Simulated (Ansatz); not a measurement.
**C3H5AlClNO: two geometries relaxed**

Aim: relax the geometries before and after the inversion of the pyramid at N1, and see whether they are two minima and how far apart in energy. SMILES of the start: N[CH]1O[C](=CCl)[AlH]1.

Program: Ansatz 0.2.0. Level of theory: RKS PBE0-D4/def2-SVP. These are calculated values, not measurements.

**1. The starting structure**

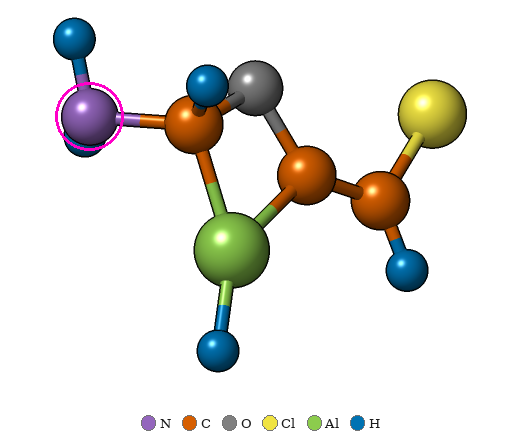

The starting structure, seen from a chosen angle (nitrogen purple, carbon orange, oxygen grey, chlorine yellow, aluminium green, hydrogen blue). Ringed: N1.

Structure file:

```xyz
12

N     0.6371   -0.8981    1.9598
C     0.7909    0.0660    0.8330
O    -0.4187    0.8358    0.5699
C    -0.4480    0.4394   -0.7903
C    -1.3702    0.7457   -1.7688
Cl   -2.6516    1.9260   -1.4491
Al    1.0281   -0.8131   -0.7651
H    -0.3046   -1.3015    1.8354
H     0.5415   -0.2678    2.8663
H     1.6617    0.7406    1.0554
H    -1.2902    0.3040   -2.7099
H     1.9010   -1.8321   -1.6026
```

**2. End point A**

File input.yaml:

```yaml
crystal:
  periodic: [false, false, false]
  atoms:
    - { symbol: "N", position_ang: [0.6371, -0.8981, 1.9598] }
    - { symbol: C, position_ang: [0.7909, 0.066, 0.833] }
    - { symbol: O, position_ang: [-0.4187, 0.8358, 0.5699] }
    - { symbol: C, position_ang: [-0.448, 0.4394, -0.7903] }
    - { symbol: C, position_ang: [-1.3702, 0.7457, -1.7688] }
    - { symbol: Cl, position_ang: [-2.6516, 1.926, -1.4491] }
    - { symbol: Al, position_ang: [1.0281, -0.8131, -0.7651] }
    - { symbol: H, position_ang: [-0.3046, -1.3015, 1.8354] }
    - { symbol: H, position_ang: [0.5415, -0.2678, 2.8663] }
    - { symbol: H, position_ang: [1.6617, 0.7406, 1.0554] }
    - { symbol: H, position_ang: [-1.2902, 0.304, -2.7099] }
    - { symbol: H, position_ang: [1.901, -1.8321, -1.6026] }
basis:
  gaussian: { orbitals: def2-SVP }
hamiltonian:
  xc: pbe0
  dispersion: d4
relax:
  f_tol: 0.015
  max_steps: 40
```

Run with:

```console
> ansatz run input.yaml --threads 2 --pin off --max-ram 3072MiB --backend cpu --events-out ev --progress --plain --runs-dir out
```

The log of the run, cut to the lines that bear on the results:

```text
Warning: RAYON_NUM_THREADS=2 ignored (pool sized by the plan → 2); use --threads N
[...]
Functional definition: PBE0
[...]
1420 factors; integrals over basis functions are off by at most 3.9e-4 eV
[...]
mean field -25819.77757269 eV, -948.8593245227 hartree, gradient 8.5e-5 eV, S^2 0.000000; 0 other end points of the search recorded, 0 dependent functions left out
[...]
reference -25819.77760507 eV, -948.8593257124 hartree; 34, 34 occupied and 97, 97 virtual orbitals, 1420 factors
relax step   1: F+E_penalty+E_count = -25820.04390780 eV  Δ(F+E_penalty+E_count) = +0.000e0 eV  max|allowed force component| = 5.038e0 eV/Å  Δτ_max = 0.0000 Å  (28 SCF iters, accepted)
[...]
relax step   4: F+E_penalty+E_count = -25821.36586421 eV  Δ(F+E_penalty+E_count) = -5.784e-2 eV  max|allowed force component| = 5.773e-1 eV/Å  Δτ_max = 0.1405 Å  (32 SCF iters, accepted)
[...]
relax step   7: F+E_penalty+E_count = -25821.39159554 eV  Δ(F+E_penalty+E_count) = +8.996e-4 eV  max|allowed force component| = 1.921e-1 eV/Å  Δτ_max = 0.0553 Å  (31 SCF iters, rejected (line search))
[...]
relax step  10: F+E_penalty+E_count = -25821.39751209 eV  Δ(F+E_penalty+E_count) = -3.641e-5 eV  max|allowed force component| = 8.705e-2 eV/Å  Δτ_max = 0.0142 Å  (33 SCF iters, accepted)
[...]
relax step  12: F+E_penalty+E_count = -25821.39786284 eV  Δ(F+E_penalty+E_count) = -2.627e-5 eV  max|allowed force component| = 1.561e-2 eV/Å  Δτ_max = 0.0072 Å  (26 SCF iters, accepted)
[...]
1420 factors; integrals over basis functions are off by at most 3.5e-4 eV
mean field -25821.13517325 eV, -948.9092154229 hartree, gradient 1.3e-5 eV, S^2 0.000000; 1 other end points of the search recorded, 0 dependent functions left out
[...]
reference -25821.13520679 eV, -948.9092166554 hartree; 34, 34 occupied and 97, 97 virtual orbitals, 1420 factors
Total energy: -25821.39793371 eV, -948.9188716916 hartree
Atom 0 at     0.597564    -0.715621     2.128682 Å, force    -0.003166    -0.000636    -0.000914 eV/Å
Atom 1 at     0.852592    -0.024813     0.932548 Å, force    -0.002121     0.001359     0.001835 eV/Å
Atom 2 at    -0.339069     0.660645     0.353955 Å, force    -0.000628     0.000492     0.005261 eV/Å
Atom 3 at    -0.454157     0.307715    -0.958549 Å, force    -0.000818     0.001511    -0.002490 eV/Å
Atom 4 at    -1.391069     0.804813    -1.782785 Å, force    -0.000648    -0.006427    -0.000871 eV/Å
Atom 5 at    -2.570033     1.966802    -1.289534 Å, force     0.000572     0.002049     0.000090 eV/Å
Atom 6 at     1.083050    -0.877683    -0.867104 Å, force     0.003114     0.000198    -0.003023 eV/Å
Atom 7 at    -0.076950    -1.468661     2.033330 Å, force     0.001310     0.000533     0.000538 eV/Å
Atom 8 at     0.292094    -0.105323     2.884513 Å, force     0.001155     0.000003    -0.000703 eV/Å
Atom 9 at     1.576730     0.782259     1.144499 Å, force     0.001154    -0.000519    -0.001025 eV/Å
Atom 10 at    -1.465469     0.491706    -2.824685 Å, force     0.000295     0.001995     0.000686 eV/Å
Atom 11 at     1.971718    -1.876939    -1.720871 Å, force    -0.000217    -0.000559     0.000617 eV/Å
Dipole moment:     0.391138    -0.452949     0.028184 e Å
```

Wall time 44 s (2 threads of AMD EPYC 9R14 (Zen 4), shared host); peak memory 0.39 GiB.

The steps of the relaxation:

```
step  energy from step 1 (eV)  largest force component (eV/Å)
   1                   0.0000                          5.0384
   2                  -1.0510                          2.8634
   3                  -1.2641                          0.9618
   4                  -1.3220                          0.5773
   5                  -1.3388                          0.4089
   6                  -1.3486                          0.2811
  7x                  -1.3477                          0.1921
   8                  -1.3525                          0.1308
   9                  -1.3536                          0.0222
  10                  -1.3536                          0.0870
  11                  -1.3539                          0.0251
  12                  -1.3540                          0.0156
  13                  -1.3540                          0.0064
```

Step 1 is the start. 1 step was tried and not accepted (marked x).

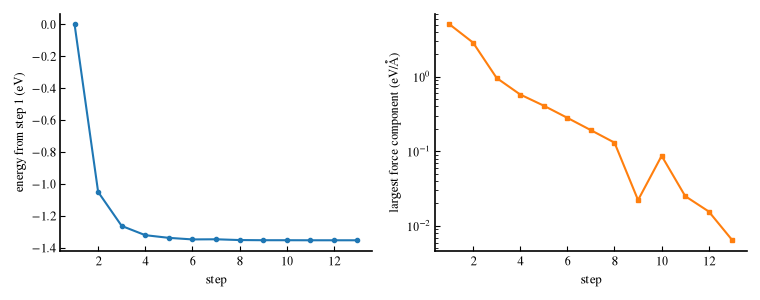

Energy and largest force along the relaxation.

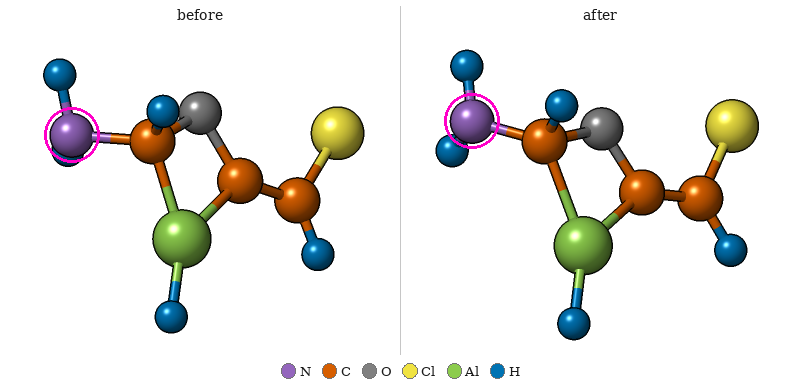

The structure before (left) and after (right), drawn at the same scale.

After: Bond lengths: N1–C2 1.405 Å, C2–O3 1.492 Å, O3–C4 1.364 Å, C4–C5 1.343 Å, C5–Cl6 1.727 Å, C2–Al7 2.005 Å, C4–Al7 1.943 Å, N1–H8 1.015 Å, N1–H9 1.018 Å, C2–H10 1.105 Å, C5–H11 1.090 Å, Al7–H12 1.587 Å. Angles (14 of 19 angles, heavy atoms first): N1–C2–O3 114.3°, N1–C2–Al7 125.2°, O3–C2–Al7 86.5°, C2–O3–C4 108.8°, O3–C4–C5 123.6°, O3–C4–Al7 92.6°, C5–C4–Al7 143.7°, C4–C5–Cl6 123.4°, C2–Al7–C4 72.1°, N1–C2–H10 108.4°, O3–C2–H10 105.2°, Al7–C2–H10 114.1°, C2–N1–H8 113.9°, C2–N1–H9 113.1°.

**3. End point B**

The second end starts from a geometry with the move made by hand.

Changes to input.yaml since step 2:

```diff
@@ -10,4 +10,4 @@
     - { symbol: Al, position_ang: [1.0281, -0.8131, -0.7651] }
-    - { symbol: H, position_ang: [-0.3046, -1.3015, 1.8354] }
-    - { symbol: H, position_ang: [0.5415, -0.2678, 2.8663] }
+    - { symbol: H, position_ang: [0.57318, -1.82386, 1.50827] }
+    - { symbol: H, position_ang: [1.62456, -0.91233, 2.46267] }
     - { symbol: H, position_ang: [1.6617, 0.7406, 1.0554] }
```

Run with:

```console
> ansatz run input.yaml --threads 2 --pin off --max-ram 3072MiB --backend cpu --events-out ev --progress --plain --runs-dir out
```

The log of the run, cut to the lines that bear on the results:

```text
Warning: RAYON_NUM_THREADS=2 ignored (pool sized by the plan → 2); use --threads N
[...]
Functional definition: PBE0
[...]
1420 factors; integrals over basis functions are off by at most 3.9e-4 eV
[...]
mean field -25819.31958343 eV, -948.8424937276 hartree, gradient 1.8e-5 eV, S^2 0.000000; 0 other end points of the search recorded, 0 dependent functions left out
[...]
reference -25819.31961499 eV, -948.8424948877 hartree; 34, 34 occupied and 97, 97 virtual orbitals, 1420 factors
relax step   1: F+E_penalty+E_count = -25819.58536726 eV  Δ(F+E_penalty+E_count) = +0.000e0 eV  max|allowed force component| = 4.537e0 eV/Å  Δτ_max = 0.0000 Å  (31 SCF iters, accepted)
[...]
relax step   4: F+E_penalty+E_count = -25821.11984522 eV  Δ(F+E_penalty+E_count) = -4.949e-2 eV  max|allowed force component| = 4.528e-1 eV/Å  Δτ_max = 0.1337 Å  (31 SCF iters, accepted)
[...]
relax step   7: F+E_penalty+E_count = -25821.18790528 eV  Δ(F+E_penalty+E_count) = -1.274e-2 eV  max|allowed force component| = 4.540e-1 eV/Å  Δτ_max = 0.1796 Å  (31 SCF iters, accepted)
[...]
relax step  10: F+E_penalty+E_count = -25821.23490076 eV  Δ(F+E_penalty+E_count) = -1.247e-2 eV  max|allowed force component| = 3.756e-1 eV/Å  Δτ_max = 0.0874 Å  (31 SCF iters, accepted)
[...]
relax step  12: F+E_penalty+E_count = -25821.26656724 eV  Δ(F+E_penalty+E_count) = -3.167e-2 eV  max|allowed force component| = 3.653e-1 eV/Å  Δτ_max = 0.0732 Å  (31 SCF iters, accepted)
[...]
relax step  13: F+E_penalty+E_count = -25821.30049760 eV  Δ(F+E_penalty+E_count) = -3.393e-2 eV  max|allowed force component| = 1.064e0 eV/Å  Δτ_max = 0.0731 Å  (31 SCF iters, accepted)
[...]
1420 factors; integrals over basis functions are off by at most 3.4e-4 eV
mean field -25821.07957535 eV, -948.9071722379 hartree, gradient 2.6e-5 eV, S^2 0.000000; 0 other end points of the search recorded, 0 dependent functions left out
[...]
reference -25821.07960892 eV, -948.9071734714 hartree; 34, 34 occupied and 97, 97 virtual orbitals, 1420 factors
```

**4. The log goes on: end point B relaxed**

The log, continued, cut to the lines that bear on the results:

```text
relax step  14: F+E_penalty+E_count = -25821.34114184 eV  Δ(F+E_penalty+E_count) = -4.064e-2 eV  max|allowed force component| = 8.954e-1 eV/Å  Δτ_max = 0.1125 Å  (31 SCF iters, accepted)
[...]
relax step  16: F+E_penalty+E_count = -25821.39310188 eV  Δ(F+E_penalty+E_count) = -3.034e-2 eV  max|allowed force component| = 2.459e-1 eV/Å  Δτ_max = 0.0559 Å  (32 SCF iters, accepted)
[...]
relax step  18: F+E_penalty+E_count = -25821.39655205 eV  Δ(F+E_penalty+E_count) = -3.450e-3 eV  max|allowed force component| = 7.522e-2 eV/Å  Δτ_max = 0.0400 Å  (32 SCF iters, accepted)
[...]
relax step  20: F+E_penalty+E_count = -25821.39753357 eV  Δ(F+E_penalty+E_count) = -1.784e-4 eV  max|allowed force component| = 4.437e-2 eV/Å  Δτ_max = 0.0203 Å  (32 SCF iters, accepted)
[...]
Atom 2 at    -0.176536     0.518271     0.365735 Å, force    -0.001598    -0.001844     0.002636 eV/Å
Atom 3 at    -0.381850     0.250609    -0.955808 Å, force     0.000053     0.000900    -0.005186 eV/Å
Atom 4 at    -1.400059     0.760060    -1.668462 Å, force    -0.002220     0.000141     0.000386 eV/Å
Atom 5 at    -2.580194     1.832645    -1.004768 Å, force    -0.000324     0.000505    -0.000271 eV/Å
Atom 6 at     1.205361    -0.864932    -1.068857 Å, force     0.013884    -0.001372     0.001290 eV/Å
Atom 7 at     0.317270    -1.703456     1.866735 Å, force    -0.000905     0.003059     0.003784 eV/Å
Atom 8 at     0.691194    -0.379999     2.777524 Å, force     0.001203    -0.006579     0.003030 eV/Å
Atom 9 at     1.790836     0.680144     1.007891 Å, force     0.001067     0.000942    -0.002585 eV/Å
Atom 10 at    -1.544192     0.516703    -2.721573 Å, force    -0.000618    -0.001246     0.000487 eV/Å
Atom 11 at     2.066868    -1.761899    -2.054648 Å, force    -0.007519     0.002847     0.000749 eV/Å
Dipole moment:     0.408700    -0.435415    -0.036445 e Å
```

It took 72 s on 2 threads of AMD EPYC 9R14 (Zen 4), shared host; peak memory 0.39 GiB.

Step by step:

| step | energy from step 1 (eV) | largest force component (eV/Å) |
| --- | --- | --- |
| 1 | 0.0000 | 4.5374 |
| 2 | -1.2081 | 2.5359 |
| 3 | -1.4850 | 1.1104 |
| 4 | -1.5345 | 0.4528 |
| 5 | -1.5637 | 0.5727 |
| 6 | -1.5898 | 0.2985 |
| 7 | -1.6025 | 0.4540 |
| 8x | -1.5498 | 0.7691 |
| 9 | -1.6371 | 0.1367 |
| 10 | -1.6495 | 0.3756 |
| 11x | -1.6493 | 1.3990 |
| 12 | -1.6812 | 0.3653 |
| 13 | -1.7151 | 1.0640 |
| 14 | -1.7558 | 0.8954 |
| 15 | -1.7774 | 1.1863 |
| 16 | -1.8077 | 0.2459 |
| 17x | -1.7957 | 0.3370 |
| 18 | -1.8112 | 0.0752 |
| 19 | -1.8120 | 0.0706 |
| 20 | -1.8122 | 0.0444 |
| 21 | -1.8124 | 0.0177 |
| 22 | -1.8125 | 0.0139 |

Step 1 is the start. 3 steps were tried and not accepted (marked x).

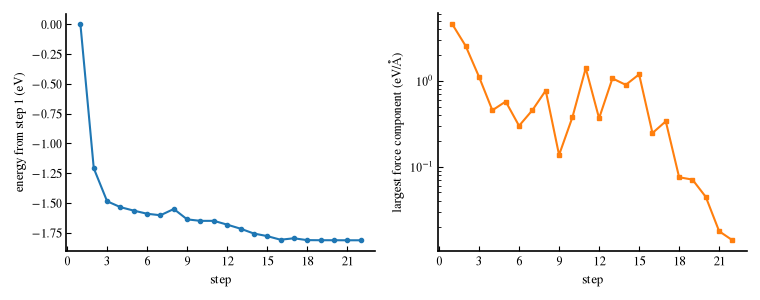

How energy and force went from step to step.

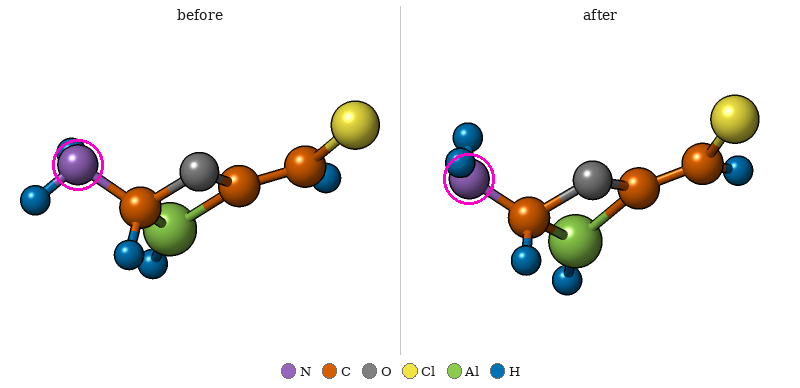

The structure before (left) and after (right), drawn at the same scale.

After: Bond lengths: N1–C2 1.405 Å, C2–O3 1.492 Å, O3–C4 1.364 Å, C4–C5 1.343 Å, C5–Cl6 1.727 Å, C2–Al7 2.005 Å, C4–Al7 1.943 Å, N1–H8 1.015 Å, N1–H9 1.018 Å, C2–H10 1.105 Å, C5–H11 1.090 Å, Al7–H12 1.587 Å. Angles (14 of 19 angles, heavy atoms first): N1–C2–O3 114.3°, N1–C2–Al7 125.2°, O3–C2–Al7 86.5°, C2–O3–C4 108.8°, O3–C4–C5 123.6°, O3–C4–Al7 92.6°, C5–C4–Al7 143.7°, C4–C5–Cl6 123.3°, C2–Al7–C4 72.0°, N1–C2–H10 108.3°, O3–C2–H10 105.2°, Al7–C2–H10 114.0°, C2–N1–H8 113.9°, C2–N1–H9 113.0°.

**5. Outcome**

| quantity | value |
| --- | --- |
| end A | 11 moves, 1.354 eV lower |
| end B | 18 moves, 1.812 eV lower |
| largest difference between the ends | 0.01 Å |
| end B relative to end A | +0.000 eV |

What this shows: Both starts fell into the same minimum (no atom differs by more than 0.01 Å), so from this start no second minimum was found and no band was run; another arrangement could still be one.
